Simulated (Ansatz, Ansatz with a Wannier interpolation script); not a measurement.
**From a coarse GW mesh to bands everywhere: SnSe2 (1T monolayer)**

Wanted: quasiparticle gap and band widths of SnSe2 (1T monolayer) over the whole zone.

Main program and level: Ansatz 0.2.0; PBE, Wannier functions and G0W0, plane waves, PAW.

## (1) Starting point

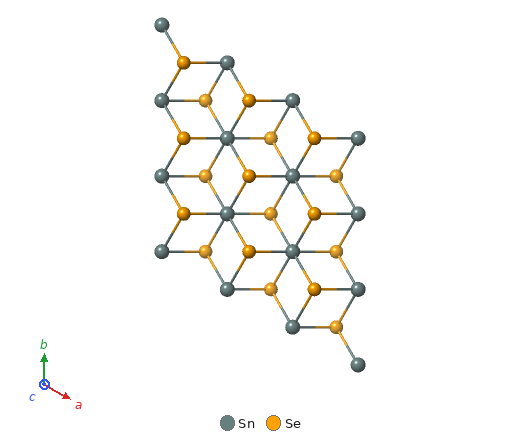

The starting structure, seen from above (tin teal, selenium orange). 3×3×1 cells are drawn. Some periodic images of atoms are drawn too.

The cell holds 3 atoms: 1 Sn and 2 Se. Cell: a = 3.870 Å, b = 3.870 Å, c = 29.600 Å, α = 90.0°, β = 90.0°, γ = 120.0°. Vacuum lies along c.

Coordinates:

```cif
data_structure
_symmetry_space_group_name_H-M 'P 1'
_symmetry_Int_Tables_number 1
_cell_length_a 3.8698
_cell_length_b 3.8698
_cell_length_c 29.6000
_cell_angle_alpha 90.000
_cell_angle_beta 90.000
_cell_angle_gamma 120.000
_cell_volume 383.89
loop_
_atom_site_label
_atom_site_type_symbol
_atom_site_fract_x
_atom_site_fract_y
_atom_site_fract_z
_atom_site_occupancy
Sn1 Sn 0.00000 0.00000 0.50000 1
Se2 Se 0.33333 0.66667 0.55385 1
Se3 Se 0.66667 0.33333 0.44615 1
```

The structure was relaxed with PBE. The structure was generated from a model, not taken from a measurement. The runs that relaxed it are not among those shown. The default PAW set here is soft_2. Its files were made with PBE. The Coulomb interaction is cut off across the vacuum.

## (2) PBE bands

Levels along a band path, at the cheap level, show where the edges lie and whether the meshes to come will hold them.

This step: DFT, PBE, plane waves, PAW.

Input file input.yaml:

```yaml
crystal:
  lattice:
    - [3.869828627, 0.0, 0.0]
    - [-1.9349143135, 3.3513698993, 0.0]
    - [0.0, 0.0, 29.6]
  atoms:
    - { symbol: Sn, position: [0.0, 0.0, 0.5] }
    - { symbol: Se, position: [0.3333333333, 0.6666666667, 0.553854345] }
    - { symbol: Se, position: [0.6666666667, 0.3333333333, 0.446145655] }
  periodic: [true, true, false]
kpoints:
  mp_grid: { grid: [12, 12, 1] }
  band_path:
    path:
      - [0, 0, 0]
      - [0.5, 0, 0]
      - [0.3333333333333, 0.3333333333333, 0]
      - [0, 0, 0]
    npoints: 10
hamiltonian:
  xc: pbe
scf:
  occupations: { method: fermi_dirac, width: 0.02 }
  n_extra_bands: 188
output:
  eigenvalues: true
  fatbands: true
  write_density: true
  write_potential: true
  elf: true
  volumetric_format: npy
```

On the command line:

```sh
$ ansatz run input.yaml --threads 12 --pin off --max-ram 27648MiB --backend cpu --events-out ev --progress --plain --runs-dir out
```

Numbers of over 12 decimals in the logs are rounded to 6 here.

What it wrote:

```text
scf.n_extra_bands = 188 over 23 filled bands (N_el = 46.0): the run solves 211 bands
Engine: ansatz 0.2.0, x86_64-unknown-linux-gnu
Pseudopotentials: kind: paw
Pseudopotential: Sn, paw, valence charge 14, recommended cutoff 420 eV (normal), Sn.paw.azcp
Pseudopotential: Se, paw, valence charge 16, recommended cutoff 420 eV (normal), Se.paw.azcp
Functional definition: PBE
  parameter kappa = 0.804
  parameter beta = 0.066725
  exchange = pbe_x(kappa = kappa, mu = beta*pi^2/3)
  correlation = pbe_c(beta = beta)
Crystal: 3 atoms, lattice volume = 383.889 Å³
Basis set: ecut = 420 eV, 7587 PW (Γ)
Bands: 211, of which v1, the nominal top of the filled ones, is band 23 counted from 1 (22 counted from 0)
Symmetry: 12 space group operations
Space group: P-3m1 (ITA 164), of the structure as read, at distance tolerance 7.3e-5 Å
k-points: 19 of 144
Non-local potential: Sn, projectors of the file, l = 0: 2, l = 1: 2, l = 2: 2, l = 3: 2
Non-local potential: Se, projectors of the file, l = 0: 2, l = 1: 2, l = 2: 3, l = 3: 1
PAW form: soft (Blöchl's): semilocal exchange-correlation on the pseudo side does not see the compensation charge
PAW one-centre angular grid: Sn, 590 points (default); XC on 64 Gauss nodes
PAW one-centre angular grid: Se, 590 points (default); XC on 64 Gauss nodes
Initial density: superposition of atomic densities (neutral atoms: chi_scale 0, normalization atom), corrected by the library's trained network
Initial wavefunctions: pseudopotential atomic-orbital guess
Functional: x = pbe(κ = 0.804, μ = 0.219515), c = pbe(β = 0.066725)
SCF iter   1: F=—  HF=-16963.385784 eV  |F-HF|=—  |Δ(HF+E_count)|=         —  Δρ=6.69e-4  dr2=3.91e-3  ethr=1.77e-3  ⟨swp⟩=6.3  Hψ=20442  notcnv=0  defer=2726
preconditioner: auto → Resta (q_TF=auto, 1.916 Å⁻¹)  ε∞=1.1  [insulator: Δε(μ)=0.802 eV  Ē_g=31.243 eV  σ=0.020 eV  W_gap=1.00  n_scr=36 (ndim 8)  ℏωp=7.6 eV  f_vac=0.770  D(μ)=0.00/eV (n_scr^D=0)  ε∞_Penn≈1.1  vacuum switching on, ρ_ref=7.1e-2 e/Å³]
SCF iter   2: F=—  HF=-16963.385628 eV  |F-HF|=—  |Δ(HF+E_count)|=   1.56e-4  Δρ=4.65e-4  dr2=2.62e-3  ethr=8.49e-6  ⟨swp⟩=3.1  Hψ=5103  notcnv=0  defer=3461
SCF iter   3: F=—  HF=-16963.385240 eV  |F-HF|=—  |Δ(HF+E_count)|=   3.88e-4  Δρ=2.34e-4  dr2=1.29e-4  ethr=5.70e-6  ⟨swp⟩=2.2  Hψ=757  notcnv=0  defer=3461
SCF iter   4: F=—  HF=-16963.385794 eV  |F-HF|=—  |Δ(HF+E_count)|=   5.54e-4  Δρ=6.48e-5  dr2=8.24e-6  ethr=2.80e-7  ⟨swp⟩=3.0  Hψ=1037  notcnv=0  defer=3461
SCF iter   5: F=—  HF=-16963.385792 eV  |F-HF|=—  |Δ(HF+E_count)|=   1.76e-6  Δρ=1.63e-5  dr2=5.97e-7  ethr=1.79e-8  ⟨swp⟩=2.9  Hψ=2142  notcnv=0  defer=3461
SCF iter   6: F=-16963.385794 eV  HF=-16963.385794 eV  |F-HF|=1.92e-8  |Δ(HF+E_count)|=   1.96e-6  Δρ=2.21e-6  dr2=1.16e-8  ethr=2.17e-10  ⟨swp⟩=22.5  Hψ=48692  notcnv=0
SCF 1 converged in 6 iterations: F = -16963.385794 eV  dr2 = 1.16e-8
[...]
NSCF: frozen V_eff on 31 k-points
WARN: The output density's exchange-correlation potential varies sharply where the density is thin. Do not read a vacuum level from v_tot or v_xc, or from such a field of the output density. On a cell that repeats whose density bears no net charge and no dipole along the vacuum's axis use v_es (v_loc + v_h of the components); under efield.dipole_correction with no amplitude use v_es + v_field, which holds any externa [...]
SCF converged after 6 iterations
Free energy (F): -16963.385794 eV
Harris-Foulkes:  -16963.385794 eV  (|F-HF|=1.92e-8)
Internal energy: -16963.385794 eV  (E = F + TS)
E sigma→0 (E₀):  -16963.385794 eV
Fermi energy:    -5.649171 eV
--- Per-component energies (eV) ---
  E_band       = -1499.681939
  E_kinetic    = 422.931402
  E_local      = -91054.086769  (includes V_loc(G=0)·N_el)
  E_nonlocal   = -1222.397637
  E_hartree    = 45284.401063
  E_xc         = -588.768013
  E_vxc        = -289.853397  (∫ρ·V_xc dr)
  E_paw        = -7963.817090  (= ΣΔE_a)
  E_vpaw       = 74.920322  (= ΣTr[D̂ρ^β])
  E_aug_tail   = -0.001202  (compensation charges beyond the density's cutoff)
  E_ewald      = 38158.352451
  E_smearing   = -0.000000  (= −TS)
  E_closure    = 0.000000  (closes the sum)
  Σ components = -16963.385794   (vs F -16963.385794, Δ=0.00e0)
--- Band table (eV; the first three rows and the last of 19) ---
  k-point 0: bands = [... 19 lower, -6.5166, -6.5166, -6.1370, -6.1370, -4.5495, -3.0028, -1.4822 (-1.4822°), -1.4822 (-1.4822°), ... 184 higher]
  k-point 1: bands = [... 19 lower, -7.0396, -6.7441, -6.4835, -6.0692, -4.1725, -2.5719, -1.6344 (-1.6344°), -1.3255 (-1.3255°), ... 184 higher]
  k-point 2: bands = [... 19 lower, -7.2398, -7.1574, -6.9158, -6.0617, -3.8932, -2.2350, -1.1769 (-1.1769°), -0.9550 (-0.9550°), ... 184 higher]
  k-point 18: bands = [... 19 lower, -9.5584, -9.1822, -6.8301, -6.8301, -4.2421, -0.7762, -0.7762, 0.4844, ... 184 higher]
  ° read free of the cell's end (the report's vacuum.weakly_bound_levels)
```

The job ended after 23 s (12 threads of Intel Xeon 6975P-C (Granite Rapids), shared host; peak memory 4.2 GiB; 4.2 min of CPU time).

Numbers from this step:

* filled bands: 23
* gap: 0.7932 eV
* valence top at: k = (0.150, 0.000, 0.000)
* conduction bottom at: M
* least direct gap: 1.105 eV

The gap is indirect, with the least direct gap 0.31 eV higher.

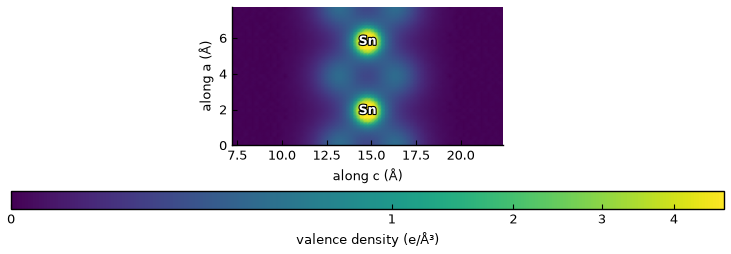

Valence density in the ca plane at fractional y = 0.000, with atoms of Sn within 0.2 Å of it. It is the smooth field of the valence electrons, not physical close to the nuclei. The map starts off the cell's origin, so that atoms lie inside it. The colour scale is stretched toward low values. The far vacuum is left out of the map.

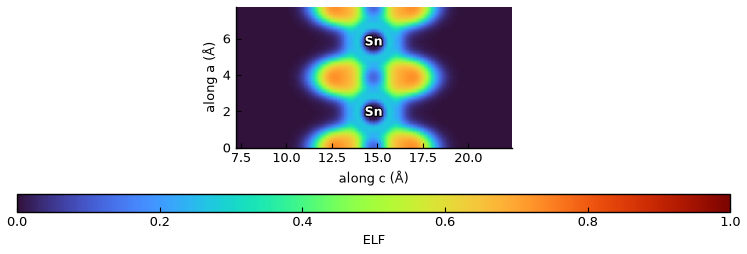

ELF in the ca plane at fractional y = 0.000, with atoms of Sn within 0.2 Å of it. It is the smooth field of the valence electrons, not physical close to the nuclei. The map starts off the cell's origin, so that atoms lie inside it. The far vacuum is left out of the map.

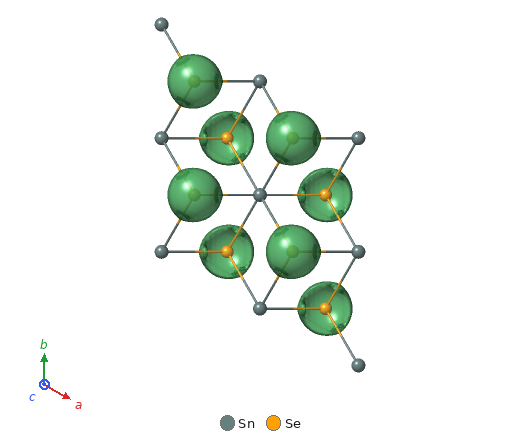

Surface of ELF = 0.79. 2×2×1 cells are drawn.

## (3) Wannier functions (Se:4p Sn:5p) on 24×24×1

Localised functions give a small Hamiltonian that interpolates between mesh points at no cost.

This step: maximally localised Wannier functions, PBE, plane waves, PAW.

input.yaml, the sections that differ from step 2:

```yaml
kpoints:
  mp_grid: { grid: [12, 12, 1] }
scf:
  occupations: { method: fixed }
  n_extra_bands: 188
output:
  wannier:
    kmesh: [24, 24, 1]
    projections: [{ species: Se, l: p, shell: 4 }, { species: Sn, l: p, shell: 5 }]
    minimise: true
    write_hr: true
    seedname: w
    conv_tol: 1.0e-07
    max_iter: 4000
    disentanglement:
      window: [-10.42, 1.48]
      frozen_window: [-10.42, -2.26]
      conv_tol: 1.0e-08
# crystal, hamiltonian: as in step 2
```

What it wrote:

```text
[...]
Crystal: 3 atoms, lattice volume = 383.889 Å³
Basis set: ecut = 420 eV, 7587 PW (Γ)
Bands: 211, of which v1, the nominal top of the filled ones, is band 23 counted from 1 (22 counted from 0)
Symmetry: 12 space group operations
[...]
k-points: 19 of 144
[...]
SCF iter   1: F=—  HF=-16963.385621 eV  |F-HF|=—  |Δ(HF+E_count)|=         —  Δρ=6.71e-4  dr2=3.80e-3  ethr=1.77e-3  ⟨swp⟩=4.7  Hψ=13973  notcnv=0  defer=3527
[...]
SCF iter   6: F=-16963.385794 eV  HF=-16963.385794 eV  |F-HF|=2.08e-8  |Δ(HF+E_count)|=   2.05e-6  Δρ=1.88e-6  dr2=8.40e-9  ethr=2.17e-10  ⟨swp⟩=23.5  Hψ=53300  notcnv=0
SCF 1 converged in 6 iterations: F = -16963.385794 eV  dr2 = 8.40e-9
[...]
NSCF: frozen V_eff on 64 k-points
the Wannier pass solved 64 of the 576 points of its mesh, and has the states at the others by symmetry: states obtained by the crystal's operations at points that were solved too leave a residual of 9.90e-13 eV (read by the count's bands and the next), within 1.11e-5 eV
SCF converged after 6 iterations
Free energy (F): -16963.385794 eV
[...]
Internal energy: -16963.385794 eV  (E = F + TS)
E sigma→0 (E₀):  -16963.385794 eV
Fermi energy:    -6.061743 eV
[...]
--- Band table (eV; the first three rows and the last of 19) ---
  k-point 0: bands = [... 19 lower, -6.5166, -6.5166, -6.1370, -6.1370, -4.5495, -3.0028, -1.4823 (-1.4822°), -1.4823 (-1.4822°), ... 184 higher]
  k-point 1: bands = [... 19 lower, -7.0396, -6.7441, -6.4835, -6.0692, -4.1725, -2.5719, -1.6344 (-1.6344°), -1.3256 (-1.3256°), ... 184 higher]
  k-point 2: bands = [... 19 lower, -7.2398, -7.1574, -6.9158, -6.0617, -3.8932, -2.2350, -1.1769 (-1.1769°), -0.9551 (-0.9551°), ... 184 higher]
  k-point 18: bands = [... 19 lower, -9.5584, -9.1822, -6.8301, -6.8301, -4.2421, -0.7762, -0.7762, 0.4844, ... 184 higher]
  ° read free of the cell's end (the report's vacuum.weakly_bound_levels)
Wannier search: line search 1 of at most 4000: gauge-dependent spread (as the search counts it) 0.9550496 Å², largest recent change 8.7e-1 Å² and fall left 8.1e-5 Å² against conv_tol 1.0e-7 Å², 0 stops escaped
```

Run time: 61 s. Hardware: 12 threads; peak memory 16 GiB; 11 min of CPU time.

w.win, one line in 2:

```text
! ansatz wannier90 interface
! states of the run's bands (counted from 1): 1-32
num_wann  = 9
conv_tol = 1e-7
dis_win_min = -10.42
dis_froz_min = -10.42
dis_num_iter = 10000
guiding_centres = true
write_hr = true
begin unit_cell_cart
        3.869828627014864                      0.0                      0.0
                      0.0                      0.0                     29.6

Sn                       0.0                      0.0                      0.5
Se        0.6666666666666666       0.3333333333333333              0.446145655
```

Numbers from this step:

- gauge-invariant spread: 28.17 Å²
- diagonal spread: 0.08199 Å²
- off-diagonal spread: 0.8565 Å²
- total spread: 29.11 Å²
- least projectability: 0.3004
- localisation steps: 24
- disentanglement steps: 237
- r.m.s. interpolation error: 3.10e-5 eV
- r.m.s. error near the gap: 3.17e-5 eV

Near the gap the model misses directly solved bands by 0.0 meV r.m.s. and by 0 meV at most in the window tested. This tests the starting bands, not the corrections carried with them.

Wannier functions, by row:

| function | x (Å) | y (Å) | z (Å) | spread (Å²) | nearest atom | distance (Å) |
| --- | --- | --- | --- | --- | --- | --- |
| 1 | -0.06 | 2.2 | 16.41 | 2.738 | Se2 | 0.071 |
| 2 | 0.06 | 2.2 | 16.41 | 2.738 | Se2 | 0.071 |
| 3 | 0 | 2.304 | 16.41 | 2.738 | Se2 | 0.071 |
| 4 | 1.875 | 1.152 | 13.19 | 2.738 | Se3 | 0.071 |
| 5 | 1.995 | 1.152 | 13.19 | 2.738 | Se3 | 0.071 |
| 6 | 1.935 | 1.048 | 13.19 | 2.738 | Se3 | 0.071 |
| 7 | 0 | 0 | 14.8 | 4.122 | Sn1 | 0 |
| 8 | 0 | 0 | 14.8 | 4.278 | Sn1 | 0 |
| 9 | 0 | 0 | 14.8 | 4.278 | Sn1 | 0 |

Frozen up to 3.79 eV; above it the model need not follow the bands. Electronic bands along the path, in eV, zero at the valence-band top:

| point | band 20 | band 21 | band 22 | band 23 | band 24 | band 25 | band 26 | band 27 |
| --- | --- | --- | --- | --- | --- | --- | --- | --- |
| Γ | -0.46 | -0.46 | -0.08 | -0.08 | 1.50 | 3.05 | 4.57 | 4.57 |
| M | -2.19 | -2.15 | -0.65 | -0.31 | 0.79 | 4.09 | 5.45 | 5.73 |
| K | -3.50 | -3.13 | -0.78 | -0.78 | 1.81 | 5.28 | 5.28 | 6.54 |
| Γ | -0.46 | -0.46 | -0.08 | -0.08 | 1.50 | 3.05 | 4.57 | 4.57 |

The same for Kohn-Sham, solved directly:

| point | band 20 | band 21 | band 22 | band 23 | band 24 | band 25 | band 26 | band 27 |
| --- | --- | --- | --- | --- | --- | --- | --- | --- |
| Γ | -0.46 | -0.46 | -0.08 | -0.08 | 1.50 | 3.05 | 4.57 | 4.57 |
| M | -2.19 | -2.15 | -0.65 | -0.31 | 0.79 | 4.09 | 5.45 | 5.72 |
| K | -3.50 | -3.13 | -0.78 | -0.78 | 1.81 | 5.28 | 5.28 | 6.54 |
| Γ | -0.46 | -0.46 | -0.08 | -0.08 | 1.50 | 3.05 | 4.57 | 4.57 |

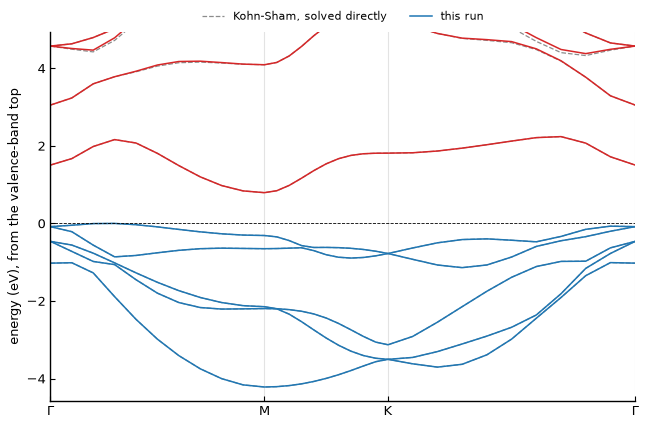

Electronic bands along the path; lines of filled and empty bands in two colours; dashed: Kohn-Sham, solved directly.

## (4) G0W0 at every point of the mesh: 12×12×1 mesh, 623 empty bands, screening to 80 eV

G0W0 replaces the xc potential by the self-energy, built once from these orbitals. Only a window of levels is corrected, while the sums run over the empty bands that the input names.

This step: G0W0 on PBE, plane waves, PAW.

input.yaml, the sections that differ from step 3:

```yaml
scf:
  occupations: { method: fixed }
gw:
  n_empty_bands: 623
  ecut_chi: 80.0
  qp_bands: [v5, c2]
  screening: { model: contour_deformation }
# crystal, kpoints, hamiltonian: as in step 3
# output: removed
```

What it wrote:

```text
[...]
Crystal: 3 atoms, lattice volume = 383.889 Å³
Basis set: ecut = 420 eV, 7587 PW (Γ)
Bands: 28, of which v1, the nominal top of the filled ones, is band 23 counted from 1 (22 counted from 0)
Symmetry: 12 space group operations
[...]
k-points: 19 of 144
[...]
SCF iter   1: F=—  HF=-16963.387636 eV  |F-HF|=—  |Δ(HF+E_count)|=         —  Δρ=6.68e-4  dr2=4.15e-3  ethr=1.77e-3  ⟨swp⟩=7.1  Hψ=2279  notcnv=0  defer=54
[...]
SCF iter   6: F=-16963.385794 eV  HF=-16963.385794 eV  |F-HF|=1.07e-7  |Δ(HF+E_count)|=   9.07e-7  Δρ=2.32e-6  dr2=2.32e-8  ethr=2.17e-10  ⟨swp⟩=19.2  Hψ=3703  notcnv=0
SCF 1 converged in 6 iterations: F = -16963.385794 eV  dr2 = 2.32e-8
[...]
G₀W₀ screening: q 1/19
[... further progress lines ...]
SCF converged after 6 iterations
Free energy (F): -16963.385794 eV
[...]
Internal energy: -16963.385794 eV  (E = F + TS)
E sigma→0 (E₀):  -16963.385794 eV
Fermi energy:    -6.061681 eV
[...]
--- Band table (eV; the first three rows and the last of 19) ---
  k-point 0: bands = [... 19 lower, -6.5165, -6.5165, -6.1370, -6.1370, -4.5495, -3.0027, -1.4822, -1.4822, ... 1 higher]
  k-point 1: bands = [... 19 lower, -7.0396, -6.7441, -6.4834, -6.0691, -4.1725, -2.5719, -1.6344 (-1.6344°), -1.3255, ... 1 higher]
  k-point 2: bands = [... 19 lower, -7.2397, -7.1573, -6.9157, -6.0617, -3.8932, -2.2350, -1.1769 (-1.1769°), -0.9550, ... 1 higher]
  k-point 18: bands = [... 19 lower, -9.5584, -9.1822, -6.8300, -6.8300, -4.2420, -0.7762, -0.7762, 0.4844, ... 1 higher]
  ° read free of the cell's end (the report's vacuum.weakly_bound_levels)
--- G₀W₀: contour deformation, 7 samples at zero and on the imaginary axis and 4 off it, 144 q-points, 623 empty bands' worth ---
  eigenvalues of the whole cell's RPA ε∞ on this k-mesh (on a slab, of 1 + 4πα/V) = 1.1711, 2.9807, 2.9807; static W/v taken at q = 0 is 0.575712
  `?` marks the rows in doubt; gw_qp.tsv's column doubts and the gw_qp event give each row's grounds
    ik  band        ε_KS         Σx   Σc(E_QP)       V_xc       Z   E_QP_lin       E_QP  E_QP is
     0    19     -7.0781   -16.4323     2.2152   -13.5473  0.6898    -7.7776    -7.7480  root
     0    20     -6.5165   -17.1451     1.5842   -14.9925  0.7161    -7.0980    -7.0849  root
     0    21     -6.5165   -17.1451     1.5842   -14.9925  0.7161    -7.0980    -7.0849  root
     0    22     -6.1370   -17.3070     1.3983   -15.3886  0.7145    -6.6675    -6.6571  root
     0    23     -6.1370   -17.3070     1.3983   -15.3886  0.7145    -6.6675    -6.6571  root
     0    24     -4.5495   -11.3089    -2.5696   -14.3677  0.7580    -4.0548    -4.0603  root
     0    25     -3.0027    -8.2058    -3.5137   -12.1874  0.7711    -2.5298    -2.5349  root
     1    19     -7.1371   -16.6225     1.8215   -14.2259  0.6932    -7.7318    -7.7123  root
     1    20     -7.0396   -16.5689     2.1353   -13.7777  0.6924    -7.7222    -7.6955  root
     1    21     -6.7441   -17.0418     1.6587   -14.8174  0.7087    -7.3259    -7.3099  root
     1    22     -6.4834   -16.8176     1.4563   -14.8250  0.7099    -7.0332    -7.0198  root
     1    23     -6.0691   -17.3341     1.3972   -15.4111  0.7163    -6.6049    -6.5949  root
     1    24     -4.1725   -11.8333    -2.6574   -15.0067  0.7453    -3.6490    -3.6566  root
     1    25     -2.5719    -8.5390    -3.5933   -12.6158  0.7612    -2.0822    -2.0884  root
[...]
5    19    -10.1205   -16.3669     3.0399   -12.6281  0.7952   -10.9407   -10.8194  root ?
[...]
15    19    -10.0489   -16.3613     3.0199   -12.6441  0.7927   -10.8538   -10.7461  root ?
[...]
18    21     -9.1822   -16.3608     2.6987   -13.0170  0.6972    -9.8188    -9.8273  root
    18    22     -6.8300   -16.7907     1.9645   -14.2132  0.6925    -7.4659    -7.4431  root
    18    23     -6.8300   -16.7907     1.9645   -14.2132  0.6925    -7.4659    -7.4431  root
    18    24     -4.2420   -11.1143    -3.0160   -14.6708  0.7274    -3.6908    -3.7015  root
    18    25     -0.7762    -7.8876    -3.9680   -12.3744  0.7346    -0.2393    -0.2574  root
```

Wall time 18 min (12 threads); peak memory 11 GiB.

This step gave:

| Item | Value |
| --- | --- |
| bands summed | 646 |
| plane waves in the screening matrix | 613 |
| q-points in the mesh | 144 |
| G0W0 gap on the mesh | 1.783 eV |
| k of the valence top | 0, 0.08333, 0 |
| k of the conduction bottom | 0, -0.5, 0 |
| starting gap on the mesh | 0.8005 eV |
| Z at the valence top | 0.7163 |
| Z at the conduction bottom | 0.7455 |
| least direct G0W0 gap on the computed points | 2.117 eV |

The gap on the mesh goes from 0.80 eV to 1.78 eV, a correction of +0.98 eV. Between the two edge states, bare exchange in place of the xc potential would open the gap by 4.96 eV, and correlation takes back 3.99 eV.

(Continued in part 2 of 2.)

[Paths, hosts, dates, memory and timing lines, banners, echoed tables and standing remarks are left out of the program output.]

[Logs are printed without paths, hosts, clocks, repeated set-up lines and the standing remarks that a program may print on its own settings, such as how far it seeks lower states.]

[Runs of the session that timed out or met a known fault of the program may be left out.]

[Hosts, paths, dates, database ids (printed as entryN), source tags and the programs' standing remarks are cut or masked in the printed files.]
